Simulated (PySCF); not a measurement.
EPR calculation, with input and output: C$_{6}$H$_{10}$FO

System: C$_{6}$H$_{10}$FO, multiplicity 2.
Method: UKS B3LYP, pcH-1 on C F H O, non-relativistic, mean-field spin-orbit, GIAO (PySCF 2.14.0).

It belongs to a series of runs on one base structure; here: H removed from sp3 C.

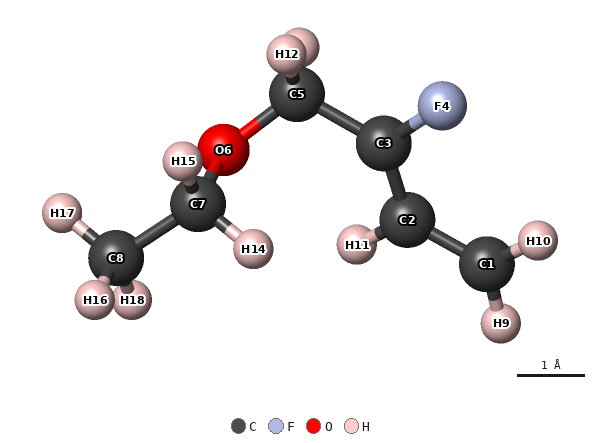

Figure 1. The structure (ball-and-stick view, seen at a tilt; atoms are numbered from 1 in the order of the input). Bond lengths as drawn: C–C 1.37 to 1.52 Å, C–F 1.35 Å, C–H 1.07 to 1.10 Å and C–O 1.40 to 1.42 Å.

### Summary

```tsv
quantity	value
outcome	converged
total energy	−409.683129 hartree
⟨S²⟩	0.776
isotropic g	2.0032
hardware	1 CPU thread, shared host
wall time	73 s
peak memory	0.97 GiB
```

### Input
```
{"job": {"kind": "epr", "basis": "pcH-1"}, "charge": 0, "multiplicity": 2}
C     -2.810907     0.679639    -1.109269
C     -1.842948    -0.007497    -0.432650
C     -1.299291     0.365728     0.779774
F     -1.742317     1.485302     1.400706
C     -0.238125    -0.371267     1.534300
O      0.688548    -1.024885     0.706285
C      1.562271    -0.149466     0.016147
C      2.536458    -0.989386    -0.792175
H     -3.189008     0.326880    -2.049911
H     -3.222857     1.590062    -0.711533
H     -1.437427    -0.921405    -0.844968
H      0.264561     0.334688     2.216049
H     -0.686891    -1.169687     2.142052
H      0.987706     0.516015    -0.644804
H      2.105619     0.476453     0.741393
H      3.226349    -0.344205    -1.328524
H      3.096635    -1.643681    -0.130030
H      1.992863    -1.603303    -1.504500
```

The first line tells a small driver script what to run in PySCF; the rest is the geometry in Å.

Launch command:
```bash
OMP_NUM_THREADS=1 python <driver script> task.json out
```

### Log
```
UKS, coarse grid
  cycle   1  E = -409.55458229  |g| = 5.74e-01
  cycle   2  E = -409.34928059  |g| = 9.36e-01
  cycle   3  E = -409.67749121  |g| = 1.01e-01
  cycle   4  E = -409.68174649  |g| = 4.82e-02
  cycle   5  E = -409.68289763  |g| = 1.51e-02
  cycle   6  E = -409.68302780  |g| = 7.21e-03
  cycle   7  E = -409.68307379  |g| = 2.63e-03
  cycle   8  E = -409.68308114  |g| = 1.65e-03
  cycle   9  E = -409.68308168  |g| = 3.44e-04
UKS, final grid
  cycle   1  E = -409.68312927  |g| = 5.11e-04
  cycle   2  E = -409.68312914  |g| = 8.40e-04
  cycle   3  E = -409.68312936  |g| = 5.37e-05
  cycle   4  E = -409.68312936  |g| = 1.36e-05
E = -409.68312936 Eh   <S^2> = 0.7755 (exact 0.7500)
g shifts (ppm)      1          2          3
  rmc          -175       -175       -175
  gc              1         43         39
  oz_so         -55       1287       1786
  total        -228       1155       1650
hyperfine (MHz)  atom isotope    a_iso     a_fc   dipolar eigenvalues
    0   13C      52.32      52.32    -49.57    -47.74     97.31
    1   13C     -47.37     -47.37    -28.04     10.89     17.14
    2   13C      69.23      69.23    -57.41    -54.45    111.86
    3   19F      90.18      90.18   -158.53   -128.29    286.83
    4   13C     -22.69     -22.69     -1.07     -0.47      1.54
    5   17O     -11.52     -11.52     -3.63      1.55      2.08
    6   13C       0.01       0.01     -0.94      0.18      0.77
    7   13C      -0.28      -0.28     -0.19     -0.11      0.30
    8    1H     -40.61     -40.61    -24.30     -0.14     24.45
    9    1H     -39.16     -39.16    -20.49     -1.50     21.98
   10    1H      10.26      10.26     -5.26     -1.51      6.77
   11    1H      23.52      23.52     -3.74     -2.88      6.62
   12    1H      78.80      78.80     -4.18     -1.76      5.94
   13    1H       0.51       0.51     -3.37     -1.93      5.31
   14    1H      -0.35      -0.35     -1.23     -1.18      2.41
   15    1H       0.90       0.90     -0.49     -0.43      0.92
   16    1H       1.30       1.30     -0.51     -0.43      0.94
   17    1H       0.01       0.01     -0.65     -0.52      1.16
```

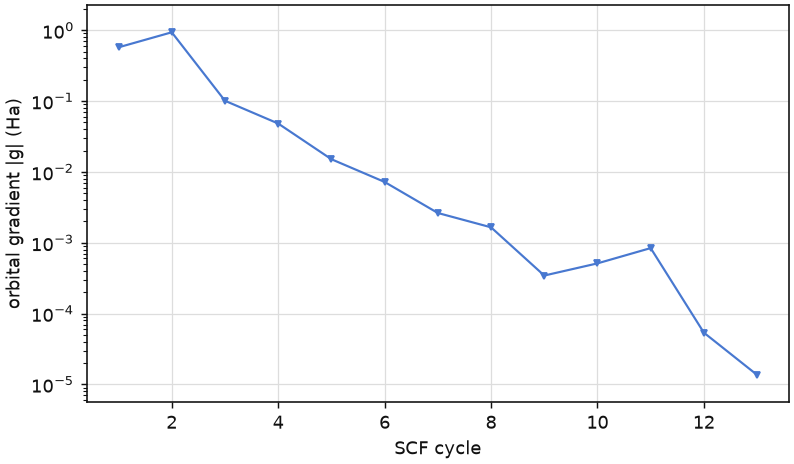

Figure 2. Convergence of the self-consistent field: orbital gradient |g| against the SCF cycle. All cycles printed in the log are drawn one after another.

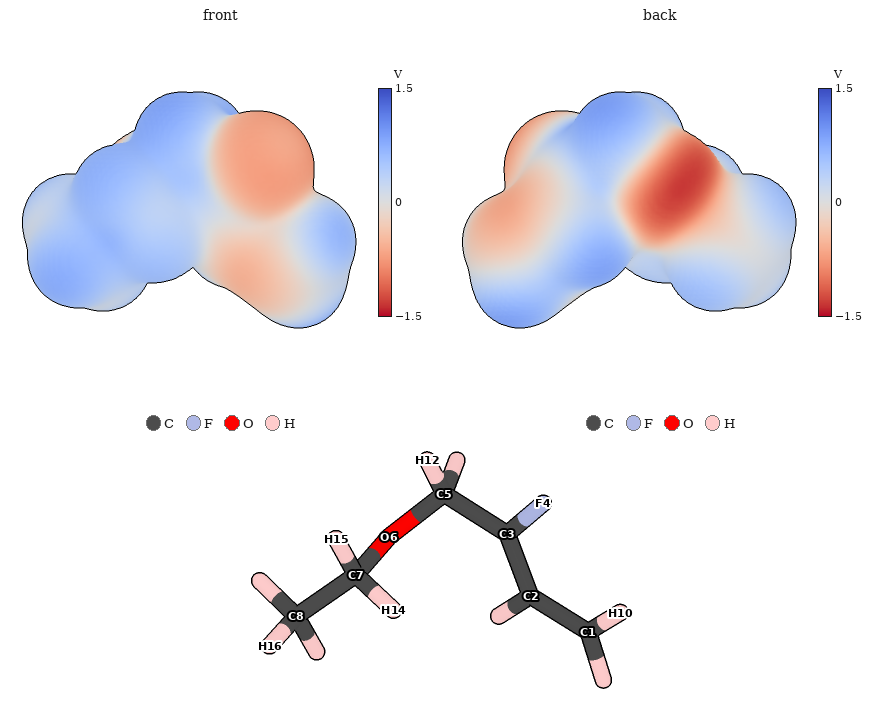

Figure 3. The electrostatic potential painted on the density surface at 0.002 e/bohr³, seen face on and from behind; red is negative and blue positive. The bare structure is drawn below in the same view.

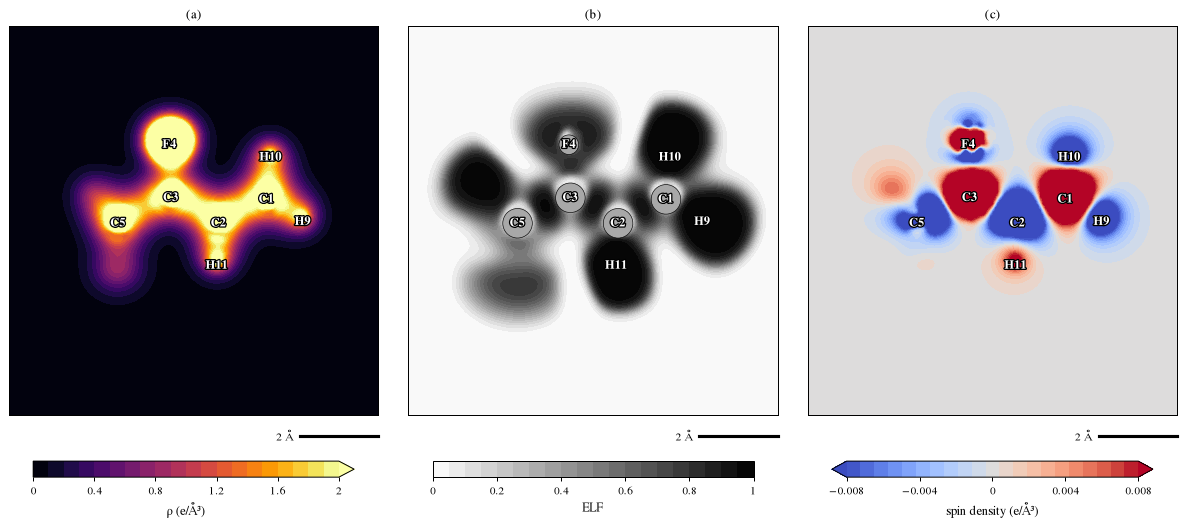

Figure 4. (a) electron density; (b) electron localisation function; (c) spin density (α minus β) on the plane of atoms C2, C3 and F4. Grey discs, where drawn, cover atomic cores. C–F (1.35 Å): ρ at the midpoint is about 1.8 e/Å³; the ELF peaks at about 0.80 between the atoms, which marks a polar covalent bond. C–H (1.07 Å): ρ is about 1.9 e/Å³ halfway; the ELF climbs to about 1 towards the hydrogen, as it does in any bond to H (a covalent bond by its length). C–C (1.50 Å): ρ at the midpoint is about 1.7 e/Å³; the ELF peaks at about 0.95 between the atoms, which marks a shared electron pair. The unpaired spin (1 electron) lies mostly on C1 (about 0.4), C3 (about 0.4) and F4 (about 0.1), in electrons by Hirshfeld's partition.
